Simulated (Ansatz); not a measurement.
# Relaxing a frame of liquid Al2O3 from 2500 K (125 atoms)

Wanted: the relaxed structure of a frame of liquid Al2O3 from 2500 K (125 atoms) and its electronic structure.

Program: Ansatz 0.2.0. Level of theory: Kohn-Sham DFT, PBEsol, PAW (set soft_2), plane waves. Results are calculated unless marked as measured.

## Step 1: Set-up

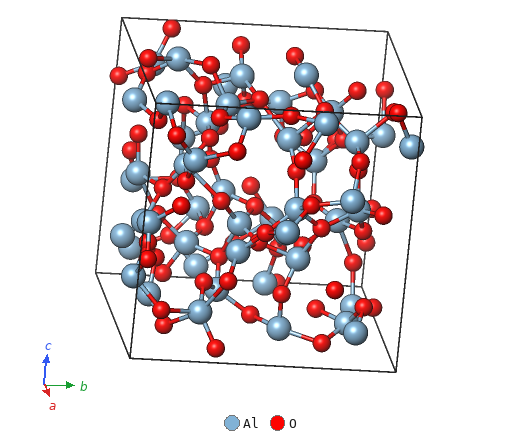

The cell as given, slightly off an axis (aluminium light blue, oxygen red). Bonds to atoms that aren't drawn are left out. Some periodic images of atoms are drawn too.

The cell holds 125 atoms: 50 Al and 75 O. Its edges and angles: a = 11.463 Å, b = 11.463 Å, c = 11.463 Å, α = 90.0°, β = 90.0°, γ = 90.0°. 125 atoms (50 Al, 75 O) placed at random at 2.81 g/cm³, melted at 4500 K for 20 ps at fixed volume with the Morse and Coulomb pair potential with partial charges (Pedone, Malavasi, Menziani, Cormack and Segre, J. Phys. Chem. B 110, 11780 (2006)). Snapshot at the end of a hold of 20 ps at 2500 K and fixed volume. The starting density is a measured one.

Before any run, some limits are plain. The starting topology of bonds comes from the classical model. Only the Γ point is sampled, in a cell whose shortest periodic width is 11 Å.

## Step 2: Single point at the start

A single point comes first, to see the forces before anything moves.

input.yaml reads:

```yaml
crystal:
  lattice:
    - [11.4632, 0.0, 0.0]
    - [0.0, 11.4632, 0.0]
    - [0.0, 0.0, 11.4632]
  atoms:
    - { symbol: Al, position: [0.71249, 0.59162, 0.05378] }
    - { symbol: Al, position: [0.31765, 0.64399, 0.29789] }
    - { symbol: Al, position: [0.40215, 0.8185, 0.38441] }
    - { symbol: Al, position: [0.79453, 0.38597, 0.89437] }
    [... 115 atom lines left out ...]
    - { symbol: O, position: [0.81457, 0.48924, 0.45594] }
    - { symbol: O, position: [0.31304, 0.61178, 0.98779] }
    - { symbol: O, position: [0.48064, 0.68583, 0.30603] }
    - { symbol: O, position: [0.48284, 0.27391, 0.99082] }
    - { symbol: O, position: [0.26624, 0.74546, 0.40243] }
    - { symbol: O, position: [0.70083, 0.94192, 0.91566] }
kpoints:
  mp_grid: { grid: [1, 1, 1] }
hamiltonian:
  xc: pbesol
scf:
  occupations: { method: fermi_dirac, width: 0.025 }
output:
  forces: true
  stress: true
  populations: true
  dos:
    method: { smearing: { sigma: 0.08 } }
    de: 0.1
    projected: { site_lists: { Al: [Al], O: [O] } }
  eigenvalues: true
```

On the command line:

```sh
ansatz run input.yaml --threads 4 --pin off --max-ram 8192MiB --backend cpu --events-out ev --progress --plain --runs-dir out
```

Run time: 16 s. Hardware: 4 threads of Intel Xeon Platinum 8488C (Sapphire Rapids), shared host; peak memory 2.1 GiB.

Numbers from this run:

| Item | Value |
| --- | --- |
| free energy | -68402.9770 eV |
| free energy per atom | -547.2238 eV/atom |
| SCF cycles | 11 |
| pressure | -3.591 GPa |
| r.m.s. force component | 2.127 eV/Å |
| longest force | 10.94 eV/Å |
| Fermi energy | 5.789 eV |
| gap (highest filled to lowest empty level) | 1.173 eV |
| spilling of the projection | 0.008936 |

The r.m.s. force component of 2.1 eV/Å and the pressure of -3.6 GPa set the starting point.

Neighbours are counted within 2.48 Å (O-Al).

Length of the force by element and coordination:

```tsv
element	coordination	atoms	mean length of the force (eV/Å)	spread	least	most
Al	all	50	3.66	1.93	0.546	10.9
Al	3	2	4.72	1.46	3.27	6.18
Al	4	29	3.65	1.59	0.657	7.40
Al	5	19	3.58	2.35	0.546	10.9
O	all	75	2.97	1.55	0.427	8.46
O	2	14	2.71	1.19	1.13	4.77
O	3	55	3.08	1.67	0.427	8.46
O	4	6	2.48	0.808	1.69	4.09
```

## Step 3: Relaxation

With the cell held, the atoms are moved downhill towards a nearby minimum.

input.yaml, the sections that differ from step 2:

```yaml
output:
  forces: true
relax:
  f_tol: 0.03
  max_steps: 200
# crystal, kpoints, hamiltonian, scf: as in step 2
```

Wall time 2.6 min (4 threads); peak memory 2.1 GiB; 9.8 min of CPU time.

The steps of the relaxation:

```tsv
step	energy less that of the first step (eV)	largest force component (eV/Å)
1	0.0000	8.5637
2	-20.0961	4.7575
3	-33.1340	2.0152
4	-39.3405	1.2075
5	-41.9381	0.7634
6	-43.3666	0.6916
7	-44.4400	0.5737
8	-45.1931	0.7913
9	-45.6600	0.5827
10	-46.1412	0.6705
11	-46.7941	0.5285
12	-47.2908	0.9430
13	-47.6757	0.3746
14	-47.9786	0.7181
15	-48.2960	0.3409
16	-48.7310	0.4453
17	-49.1524	0.4694
18	-49.5840	0.5084
19	-49.9758	0.2896
20	-50.2033	0.0819
21	-50.2255	0.0464
22	-50.2263	0.0276
```

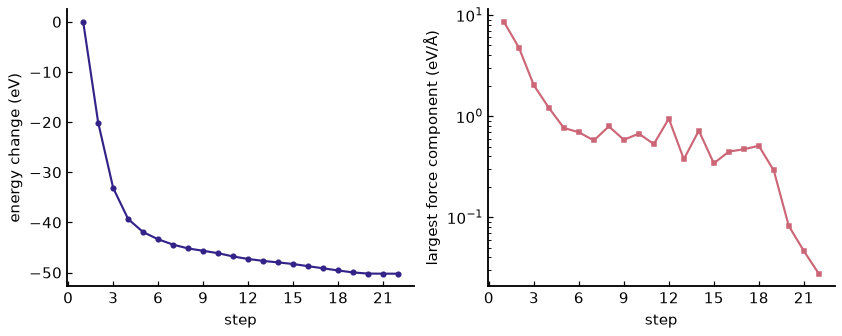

Energy and largest force along the relaxation.

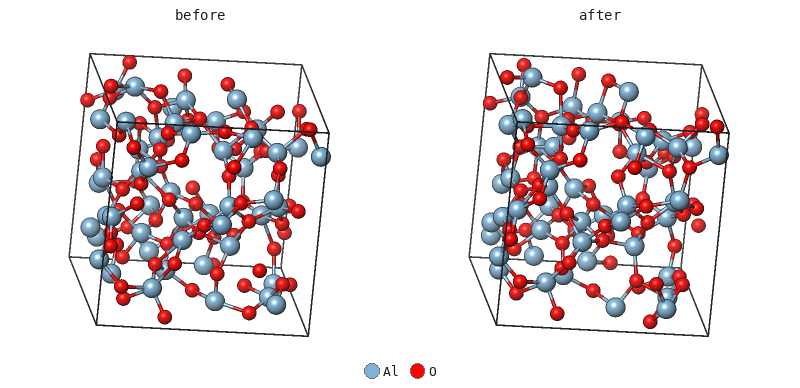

Before and after, at one scale. Bonds to atoms that aren't drawn are left out.

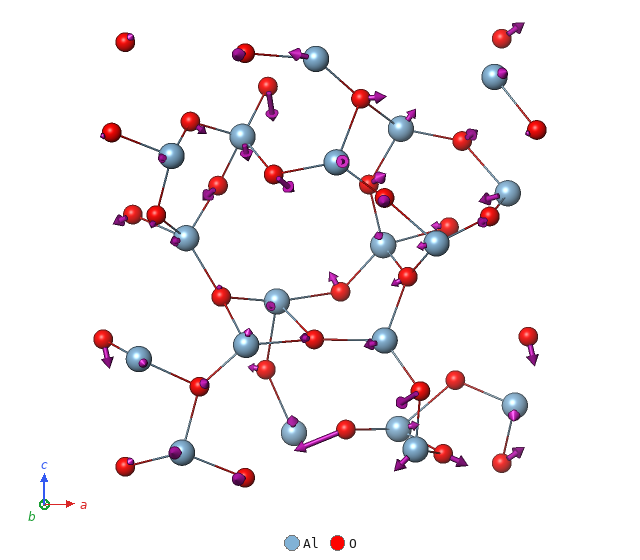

Displacements in the relaxation, scaled; the longest in the cell stands for 1.60 Å. Drawn is a slice 4 Å thick, seen along the normal of the ac plane. Bonds to atoms that aren't drawn are left out.

The atoms that moved most (Å):

```tsv
atom	dx	dy	dz	length
O56	-1.482	-0.074	-0.588	1.596
O112	-0.589	1.174	-0.519	1.412
O66	0.201	0.747	-1.030	1.288
O79	-0.085	1.069	-0.242	1.099
O121	-0.326	-1.008	0.036	1.060
O76	0.722	0.643	-0.392	1.043
Al24	0.710	0.350	-0.607	0.998
O118	0.582	0.617	-0.514	0.992
```

The relaxation changed the energy by -402 meV/atom, and atoms moved by 0.57 Å r.m.s., 1.6 Å at most.

## Step 4: Distances and neighbours after relaxation

Bonds before and after, by the cutoffs listed below:

```tsv
pair	bonds before	bonds after	mean before (Å)	mean after (Å)	spread before (Å)	spread after (Å)
O-Al	210	218	1.883	1.849	0.195	0.095
```

Density 2.81 g/cm³, 12.05 Å³ an atom.

Pair distribution functions g(r), in bins of 0.2 Å:

```tsv
r (Å)	total	O-O	O-Al	Al-Al
1.60	0.11	0.00	0.23	0.00
1.80	3.83	0.00	7.97	0.00
2.00	0.87	0.00	1.81	0.00
2.20	0.13	0.00	0.28	0.00
2.40	0.13	0.32	0.03	0.00
2.60	0.72	1.60	0.12	0.55
2.80	1.40	3.18	0.16	1.09
3.00	1.50	2.62	0.48	2.04
3.20	1.16	1.13	0.67	2.66
3.40	1.06	0.63	0.95	2.37
3.60	0.80	0.45	1.10	0.67
3.80	0.88	0.59	1.21	0.56
4.00	0.86	0.54	1.31	0.27
4.20	1.00	0.50	1.40	0.90
4.40	1.01	0.64	1.44	0.59
4.60	1.13	0.97	1.35	0.82
4.80	0.99	1.23	0.87	0.85
5.00	1.06	1.50	0.78	0.94
5.20	1.02	1.38	0.68	1.23
5.40	0.93	1.23	0.66	1.12
5.60	0.93	1.14	0.71	1.11
```

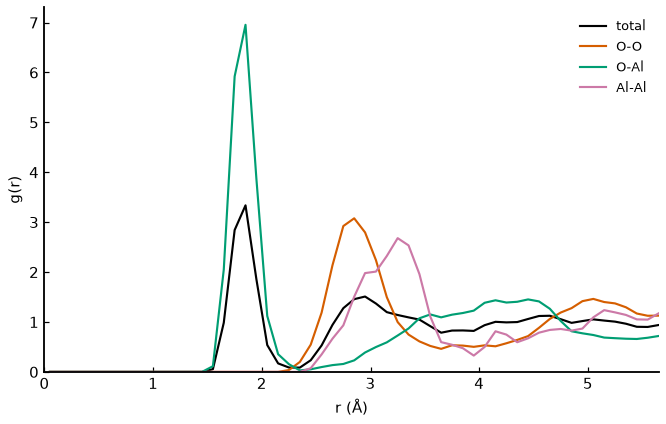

Pair distribution functions, lightly smoothed.

Bonds by pair of elements; cutoffs follow the first minimum of g(r), held within bounds set by covalent radii, and pairs that aren't listed don't count as bonded:

```tsv
pair A-B	cutoff (Å)	bonds	mean length (Å)	spread (Å)	shortest (Å)	B about A	A about B
O-Al	2.38	218	1.85	0.095	1.67	2.91	4.36
```

How many atoms have how many bonded neighbours:

```tsv
element	mean	2	3	4	5	6
Al	4.36	0	0	34	14	2
O	2.91	8	66	1	0	0
```

Bond angles, per cent of each kind in bins of 5°:

```tsv
angle (°)	O-Al-O	Al-O-Al
75–80	2.9	0.0
80–85	7.2	0.5
85–90	9.6	2.4
90–95	9.4	9.0
95–100	10.7	8.5
100–105	10.7	4.2
105–110	10.4	5.2
110–115	10.7	13.7
115–120	7.8	7.5
120–125	4.0	11.3
125–130	3.7	13.7
130–135	2.9	8.5
135–140	1.9	8.0
140–145	1.1	2.8
145–150	1.1	1.9
150–155	0.5	0.5
155–160	1.6	0.5
160–165	1.1	0.9
165–170	0.8	0.5
170–175	1.1	0.5
175–180	0.8	0.0
```

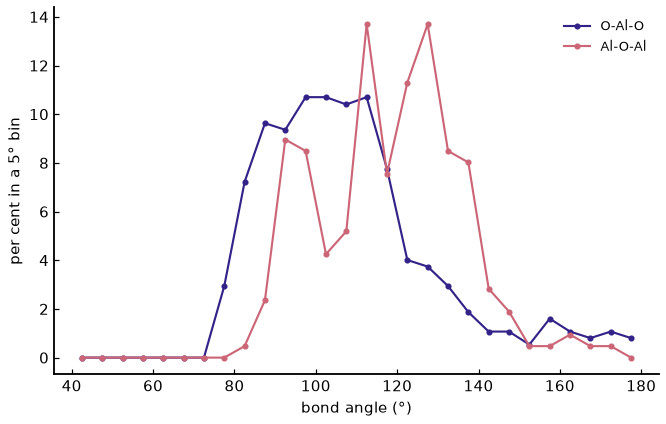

Distributions of the most common bond angles.

Bond angles (no mean is given where the spread exceeds 20°):

```tsv
angle	count	mean (°)	spread (°)
O-Al-O	374	-	-
Al-O-Al	212	118	17.1
```

Oxygen atoms by the number of network formers (Si, P, Ge, B, Al, As, Ga) bound to them:

```tsv
network formers bound to O	O atoms	per cent
0	0	0
1	0	0
2	8	10.7
3	66	88
4	1	1.3
```

Network units: each former by its oxygen neighbours and how many of them bridge to another former:

```tsv
former	O neighbours	bridging O	atoms
Al	4	4	34
Al	5	5	14
Al	6	6	2
```

Bond length by coordination (bonds to H left out):

```tsv
element	coordination	atoms	mean bond length (Å)
Al	4	34	1.80
Al	5	14	1.91
Al	6	2	1.98
O	2	8	1.72
O	3	66	1.86
O	4	1	1.99
```

Rings of the network by King's shortest-path rule, up to 12 atoms, one path for each pair of neighbours; H, halogens, alkali and alkaline-earth atoms are left out, and the last column divides by all other atoms, bonded or not:

```tsv
ring size (atoms)	rings	per network atom
4	21	0.168
6	59	0.472
8	105	0.84
10	27	0.216
12	4	0.032
```

First main peaks of g(r), for some of the pairs, lie near 2.8 Å (O-O), 1.8 Å (O-Al) and 3.3 Å (Al-Al). Counting bonds as in the table, 68 % of Al atoms have 4 and 88 % of O atoms have 3 bonded neighbours. 11 % of the oxygens bridge two formers (Al) and 0 % are non-bridging; 88 % join three; 1 % join four. The commonest Al unit has 4 oxygens, 4 of them shared with other formers (34 of 50 atoms). Bonds at O atoms with 2 neighbours average 1.72 Å, against 1.86 Å at those with 3. Rings of 8 atoms are the most common (49 % of those counted); sizes run from 4 to 12, where the search stops.

## Step 5: Single point at the relaxed geometry

The electronic structure is read at the final geometry, in a run of its own.

input.yaml reads:

```yaml
crystal:
  lattice:
    - [11.4632, 0.0, 0.0]
    - [0.0, 11.4632, 0.0]
    - [0.0, 0.0, 11.4632]
  atoms:
    - { symbol: Al, position: [0.67213, 0.6038, 0.01086] }
    - { symbol: Al, position: [0.32075, 0.63236, 0.32191] }
    - { symbol: Al, position: [0.39102, 0.84693, 0.37198] }
    - { symbol: Al, position: [0.79342, 0.37603, 0.90677] }
    [... 115 atom lines left out ...]
    - { symbol: O, position: [0.81757, 0.49318, 0.45292] }
    - { symbol: O, position: [0.28463, 0.52383, 0.99089] }
    - { symbol: O, position: [0.4569, 0.70979, 0.30778] }
    - { symbol: O, position: [0.46914, 0.27277, 0.00381] }
    - { symbol: O, position: [0.26345, 0.74494, 0.41602] }
    - { symbol: O, position: [0.69674, 0.91866, 0.93682] }
kpoints:
  mp_grid: { grid: [1, 1, 1] }
hamiltonian:
  xc: pbesol
scf:
  occupations: { method: fermi_dirac, width: 0.025 }
output:
  forces: true
  stress: true
  populations: true
  dos:
    method: { smearing: { sigma: 0.08 } }
    de: 0.1
    projected: { site_lists: { Al: [Al], O: [O] } }
  eigenvalues: true
  write_density: true
  write_potential: true
  volumetric_format: npy
  elf: true
```

Elapsed: 17 s, on 4 threads; peak memory 2.1 GiB; 64 s of CPU time.

Numbers from this run:

| Quantity | Value |
| --- | --- |
| free energy | -68453.2033 eV |
| free energy per atom | -547.6256 eV/atom |
| SCF cycles | 10 |
| pressure | -6.812 GPa |
| r.m.s. force component | 0.00559 eV/Å |
| longest force | 0.036 eV/Å |
| Fermi energy | 5.994 eV |
| gap (highest filled to lowest empty level) | 2.245 eV |
| spilling of the projection | 0.008698 |

Löwdin charges by element and coordination (they lack the spilled electrons, 0.042 e an atom on average):

```tsv
element	coordination	atoms	mean charge (e)	spread	least	most
Al	all	50	1.32	0.0289	1.25	1.38
Al	4	34	1.34	0.0244	1.28	1.38
Al	5	14	1.31	0.0144	1.27	1.33
Al	6	2	1.25	4.0e-4	1.25	1.25
O	all	75	-0.813	0.0182	-0.868	-0.770
O	2	8	-0.849	0.0123	-0.868	-0.828
O	3	66	-0.810	0.0128	-0.845	-0.771
O	4	1	-0.770	0	-0.770	-0.770
```

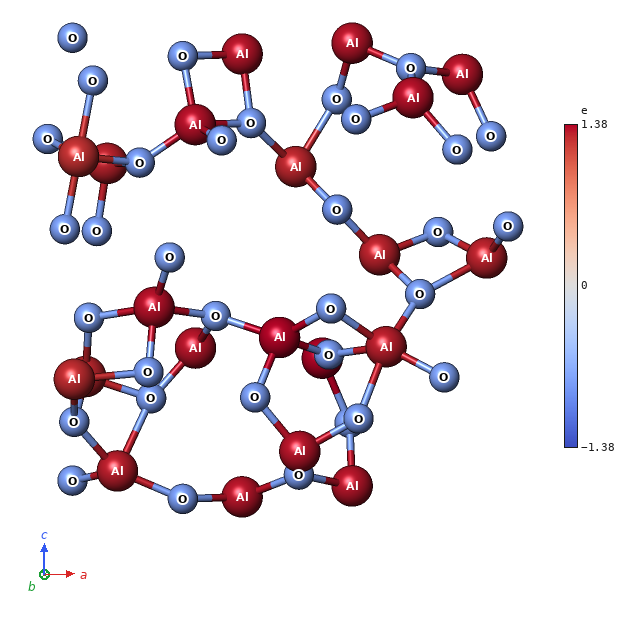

Atoms coloured by Löwdin charge. Drawn is a slice 4 Å thick, seen along the normal of the ac plane. Bonds to atoms that aren't drawn are left out.

States in the cell by windows of 1 eV, zero at the Fermi level; the larger projections on atomic orbitals stand beside the total:

```tsv
from (eV)	to (eV)	total	O p	Al p	Al s	O s
-18	-17	8.7	0.1	1.2	0.5	7.0
-17	-16	2.0	0.0	0.3	0.1	1.6
-16	-9	0.0	0.0	0.0	0.0	0.0
-9	-8	27.5	20.3	1.8	4.8	0.5
-8	-7	47.0	35.3	4.5	5.8	1.2
-7	-6	61.6	48.2	8.5	3.0	1.4
-6	-5	75.0	62.9	8.5	1.7	1.1
-5	-4	86.8	77.5	6.3	0.9	1.0
-4	-3	86.7	81.5	3.0	0.4	0.6
-3	-2	54.1	51.7	1.3	0.1	0.3
-2	-1	11.2	10.6	0.3	0.0	0.1
-1	0	0.0	0.0	0.0	0.0	0.0
0	1	0.1	0.0	0.0	0.0	0.0
1	2	1.9	0.0	0.1	1.2	0.5
2	3	5.3	0.9	1.8	1.4	1.1
3	4	17.0	2.7	6.8	3.7	2.9
4	5	31.1	4.5	14.9	5.2	4.0
```

The curve was stored every 0.10 eV, coarse against its broadening of 0.08 eV, so these counts are rough.

Between -21 and -18 eV lie 139 more states.

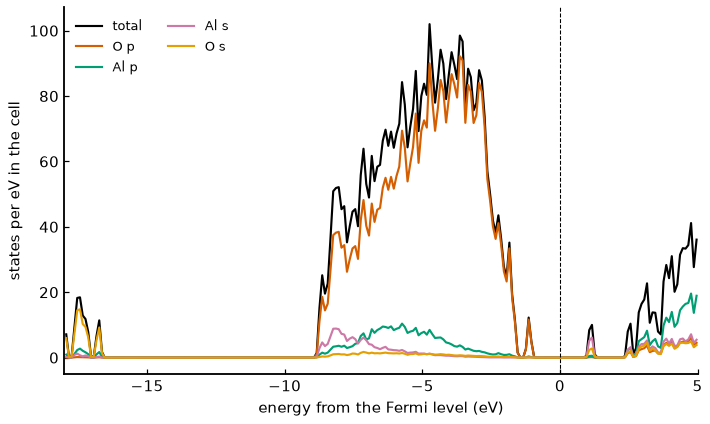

Total and projected density of states, with the broadening of the input.

The levels nearest the highest filled one (over half full), pooled over k-points and spins:

```tsv
level less the highest filled one (eV)	occupation
-0.852	2
-0.754	2
-0.701	2
-0.685	2
-0.542	2
0	2
2.25	0
3.65	0
4.00	0
4.12	0
4.25	0
4.30	0
```

Mean Löwdin charges: Al +1.32, O -0.81 e (they miss 0.87 % of the electrons, so they add up to more than the cell's charge). The largest share in the top eV of filled states is O p (96 % of the projected weight), and in the lowest eV of empty states Al s (64 % of the projected weight).

1 further run on a deliberately doubtful input is not shown.

## Step 6: Outcome

```
energy change in the relaxation                      : -401.8 meV/atom
r.m.s. displacement                                  : 0.574 Å
largest displacement                                 : 1.596 Å
free energy per atom                                 : -547.6256 eV/atom
pressure                                             : -6.812 GPa
r.m.s. force component                               : 0.00559 eV/Å
gap (highest filled to lowest empty level)     : 2.245 eV
wall time of the 4 DFT runs, those left out included : 3.4 min
```

What this shows: Relaxation lowers the energy by 402 meV/atom and moves atoms by 0.57 Å r.m.s.; the r.m.s. force component goes from 2.1 to 0.0056 eV/Å, the pressure goes from -3.6 to -6.8 GPa, and the gap from 1.17 to 2.25 eV. By the final cutoffs 14 of 210 bonded pairs parted and 22 joined. From the first step to the last the energy fell by 50.226 eV, and the largest move was 1.60 Å (O56). The O-Al bonds go from 1.883 Å (spread 0.195) to 1.849 Å (spread 0.095), and their number from 210 to 218. Counting bonds as in the table, 68 % of Al atoms have 4 and 88 % of O atoms have 3 bonded neighbours. 11 % of the oxygens bridge two formers (Al) and 0 % are non-bridging; 88 % join three; 1 % join four. The highest filled and lowest empty levels differ by 2.25 eV (at Γ alone); a semilocal functional tends to put such gaps too low. In a disordered cell it changes from sample to sample and from frame to frame.

Caveats: The network of bonds at the start is that of the classical potential that made the cell; in DFT 14 of its 210 bonded pairs passed out of the cutoffs and 22 came within them. The stress is far from hydrostatic: its diagonal is -8.4, -4.4, -7.6 GPa, compression counted positive. The pressure of -6.8 GPa shows the cell to be stretched for this functional.

[Logs are printed without paths, hosts, clocks, repeated set-up lines and the standing remarks that a program may print on its own settings, such as how far it seeks lower states.]

[Hosts, paths, dates, database ids (printed as entryN), source tags and the programs' standing remarks are cut or masked in the printed files.]
